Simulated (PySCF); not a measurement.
# C₃H₃F: NMR shifts at several levels of theory, part 2 of 2

PySCF 2.14.0. Atoms count from 0. The steps go on from the part before.

## Step 10: NMR shieldings: B97-D/pcSseg-2

The job: settings as JSON, then the geometry in Å.

```
{"job": {"kind": "nmr", "xc": "B97-D", "basis": "pcSseg-2", "pop": false}, "charge": 0, "multiplicity": 1}
F     -0.512073     2.046432    -0.130295
C     -0.316875     0.758637    -0.057797
C     -0.812781    -0.430993    -0.033141
C      0.721768    -0.271719     0.043767
H     -1.620745    -1.154417    -0.041322
H      1.336619    -0.533080    -0.833466
H      1.234528    -0.453648     1.002905
```

Method: GIAO B97-D/pcSseg-2 NMR shielding, non-relativistic, gas phase.

What it wrote:

```text
coarse grid: 6208 points
cycle   1  E = -215.7515626500  dE =  5.781e-01  |g| = 5.526e-01  |ddm| = 1.992e+00
cycle   2  E = -215.6764983665  dE =  7.506e-02  |g| = 8.324e-01  |ddm| = 1.055e+00
cycle   3  E = -215.8022778168  dE = -1.258e-01  |g| = 1.615e-01  |ddm| = 6.898e-01
cycle   4  E = -215.8078512982  dE = -5.573e-03  |g| = 6.920e-02  |ddm| = 1.529e-01
cycle   5  E = -215.8088646245  dE = -1.013e-03  |g| = 2.311e-02  |ddm| = 5.197e-02
cycle   6  E = -215.8089713041  dE = -1.067e-04  |g| = 4.554e-03  |ddm| = 1.613e-02
cycle   7  E = -215.8089750295  dE = -3.725e-06  |g| = 1.791e-03  |ddm| = 3.753e-03
final grid: 61344 points
cycle   8  E = -215.8036579704  dE = -6.173e-05  |g| = 1.664e-02  |ddm| = 7.141e-02
cycle   9  E = -215.8034963291  dE =  1.616e-04  |g| = 3.510e-02  |ddm| = 2.604e-02
cycle  10  E = -215.8036960725  dE = -1.997e-04  |g| = 4.066e-03  |ddm| = 2.006e-02
cycle  11  E = -215.8037003221  dE = -4.250e-06  |g| = 4.353e-04  |ddm| = 2.758e-03
cycle  12  E = -215.8037003427  dE = -2.067e-08  |g| = 2.275e-04  |ddm| = 4.522e-04
cycle  13  E = -215.8037003555  dE = -1.274e-08  |g| = 3.939e-05  |ddm| = 2.071e-04
cycle  14  E = -215.8037003558  dE = -3.601e-10  |g| = 9.372e-06  |ddm| = 3.122e-05
converged SCF energy = -215.8037003558

GIAO shielding tensors (ppm)
atom      isotropic    diamagn.    paramagn.     s11        s22        s33       span
  0 F      303.930     468.036    -164.106    156.139    266.500    489.150    333.011
  1 C       26.367     254.474    -228.107    -98.292     54.459    122.933    221.226
  2 C      110.533     260.091    -149.559     27.802    137.188    166.608    138.805
  3 C      155.256     247.402     -92.146    121.256    143.606    200.907     79.651
  4 H       26.491      30.530      -4.038     24.104     25.394     29.977      5.873
  5 H       29.219      29.999      -0.780     24.572     27.177     35.910     11.337
  6 H       29.211      30.025      -0.813     24.557     27.176     35.901     11.344
```

Wall time 23 s (1 thread of Arm Neoverse N1, shared host); peak memory 0.7 GiB.

Key values: δ C1 152.7, C2 68.5, C3 23.8, F0 -149.8, H4 4.90, H5 2.18 ppm (means over like atoms).

## Step 11: Shielding tensors: B3LYP/pcSseg-2

Settings changed since step 10:

```diff
@@ -1,2 +1,2 @@
-{"job": {"kind": "nmr", "xc": "B97-D", "basis": "pcSseg-2", "pop": false}, "charge": 0, "multiplicity": 1}
+{"job": {"kind": "nmr", "xc": "B3LYP", "basis": "pcSseg-2", "pop": false}, "charge": 0, "multiplicity": 1}
 F     -0.512073     2.046432    -0.130295
```

Level: GIAO B3LYP/pcSseg-2 NMR shielding, non-relativistic, gas phase.

What it wrote:

```text
coarse grid: 6208 points
cycle   1  E = -215.8996248689  dE =  6.540e-01  |g| = 4.714e-01  |ddm| = 1.951e+00
cycle   2  E = -215.8720262160  dE =  2.760e-02  |g| = 6.098e-01  |ddm| = 7.042e-01
cycle   3  E = -215.9370242123  dE = -6.500e-02  |g| = 1.007e-01  |ddm| = 4.151e-01
cycle   4  E = -215.9390958896  dE = -2.072e-03  |g| = 4.467e-02  |ddm| = 9.760e-02
cycle   5  E = -215.9395094479  dE = -4.136e-04  |g| = 1.183e-02  |ddm| = 3.034e-02
cycle   6  E = -215.9395332760  dE = -2.383e-05  |g| = 3.933e-03  |ddm| = 9.564e-03
cycle   7  E = -215.9395364967  dE = -3.221e-06  |g| = 7.352e-04  |ddm| = 2.663e-03
final grid: 61344 points
cycle   8  E = -215.9420900651  dE = -4.698e-05  |g| = 4.205e-03  |ddm| = 2.392e-02
cycle   9  E = -215.9420863288  dE =  3.736e-06  |g| = 6.098e-03  |ddm| = 5.758e-03
cycle  10  E = -215.9420936679  dE = -7.339e-06  |g| = 7.533e-04  |ddm| = 3.460e-03
cycle  11  E = -215.9420937445  dE = -7.653e-08  |g| = 2.922e-04  |ddm| = 7.360e-04
cycle  12  E = -215.9420937583  dE = -1.377e-08  |g| = 1.343e-04  |ddm| = 2.339e-04
cycle  13  E = -215.9420937625  dE = -4.269e-09  |g| = 2.401e-05  |ddm| = 1.024e-04
cycle  14  E = -215.9420937626  dE = -1.268e-10  |g| = 6.741e-06  |ddm| = 2.218e-05
converged SCF energy = -215.9420937626

GIAO shielding tensors (ppm)
atom      isotropic    diamagn.    paramagn.     s11        s22        s33       span
  0 F      312.802     467.119    -154.317    165.913    277.332    495.162    329.249
  1 C       21.404     253.328    -231.924   -115.069     56.946    122.337    237.406
  2 C      105.951     258.438    -152.488     15.717    134.084    168.051    152.334
  3 C      156.965     244.347     -87.382    122.084    144.961    203.849     81.765
  4 H       26.294      30.420      -4.126     23.905     25.075     29.902      5.998
  5 H       29.231      29.866      -0.635     24.484     27.061     36.149     11.665
  6 H       29.223      29.887      -0.664     24.469     27.061     36.140     11.670
```

It took 20 s on 1 thread of Arm Neoverse N1, shared host; peak memory 0.82 GiB.

Key values: δ C1 157.8, C2 73.2, C3 22.2, F0 -143.1, H4 5.10, H5 2.16 ppm (means over like atoms).

## Step 12: Comparing the runs: NMR shifts

Shifts (ppm), means over like atoms, with basis size and wall time:

```csv
run,C1,C2,C3,H4,H5,F0,functions,time
HF/pcSseg-2,150.8,74.9,15.6,5.57,2.09,-111.8,186,9.5 s
LDA/pcSseg-2,163.5,74.9,24.2,4.89,2.15,-160.8,186,19 s
PBE/pcSseg-2,157.3,71.1,24.1,4.87,2.16,-154.4,186,23 s
BLYP/pcSseg-2,158.3,70.8,24.0,4.93,2.21,-154.3,186,23 s
BP86/pcSseg-2,156.9,71.0,24.2,4.88,2.15,-155.3,186,23 s
OPBE/pcSseg-2,150.6,68.9,24.5,4.81,2.13,-146.2,186,24 s
KT2/pcSseg-2,149.9,66.0,24.8,4.85,2.24,-163.7,186,24 s
KT3/pcSseg-2,147.4,65.4,24.7,4.85,2.24,-154.2,186,24 s
B97-D/pcSseg-2,152.7,68.5,23.8,4.90,2.18,-149.8,186,23 s
B3LYP/pcSseg-2,157.8,73.2,22.2,5.10,2.16,-143.1,186,20 s
```

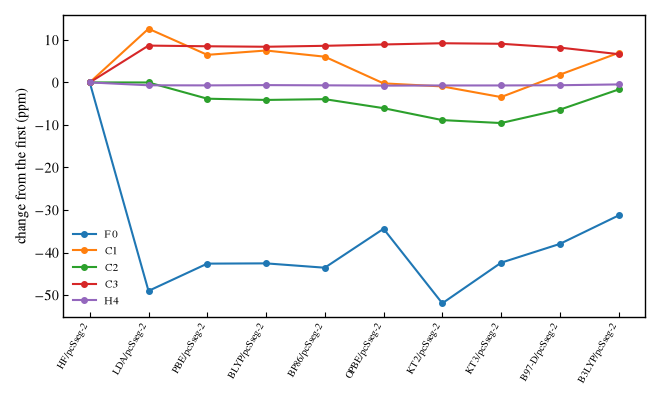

How five of the tabulated atoms move from run to run.

## Step 13: What came out

The summary covers parts 1 to 2.

```
                                                            quantity                  value
                                13C shifts against TMS (HF/pcSseg-2)  150.8, 74.9, 15.6 ppm
1H shifts against TMS (HF/pcSseg-2, means over atoms taken as alike)         5.57, 2.09 ppm
                              19F shifts against CFCl3 (HF/pcSseg-2)             -111.8 ppm
                                            range of the shift of F0   -163.7 to -111.8 ppm
```

What this shows: Single values in the summary come from the first run of each kind that ended normally (HF/pcSseg-2), which need not be the best level. The most deshielded hydrogen is H4 (hydrogen on an alkene CH), at 5.57 ppm: attached to an sp2 carbon and in the plane of the double bond. At HF/pcSseg-2: Shielding is most anisotropic at F0 (span 295 ppm, paramagnetic term -108 ppm). Across the 10 runs the shift of F0 moves most, between -163.7 (KT2/pcSseg-2) and -111.8 ppm (HF/pcSseg-2).
